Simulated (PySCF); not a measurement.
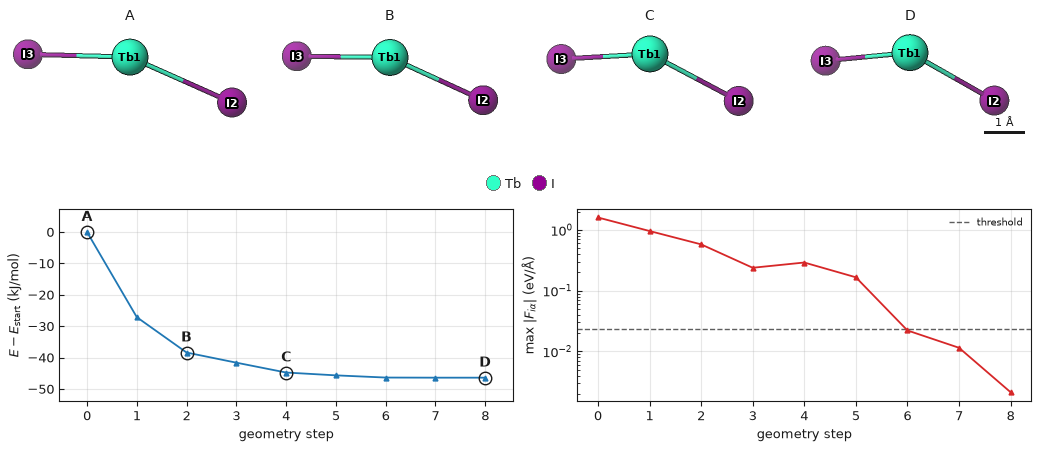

Frames of a relaxation of TbI2 (charge +1), marked on the history of the run. The picture is a ball-and-stick view, seen from a free direction.

All numbers below come from PySCF, RKS PBE0, Tb lcecp-1-SVP with ECP54, I def2-SVP with ECP28; non-relativistic Hamiltonian with scalar-relativistic core potentials; density fitting. (symmetry kept (C2v))

What happens along the run?

Answer. Over 8 geometry steps the energy falls by 46.4 kJ/mol. The largest force component goes from 1.6 to 0.0021 eV/Å. The largest moves after the best rigid fit, 0.48 Å, are those of I2 and I3. Largest moves by element: I 0.48 Å, Tb 0.25 Å. Some distances before and after: Tb1–I2 2.957 → 2.739 Å. Among the angles between lasting bonds that change: I2–Tb1–I3 131.8° → 109.2°. From step 0 to 2: I atoms move most (0.24 Å), energy −38.4 kJ/mol. From step 2 to 4: Tb1 moves most (0.20 Å), energy −6.37 kJ/mol. From step 4 to 8: I atoms move most (0.12 Å), energy −1.64 kJ/mol.
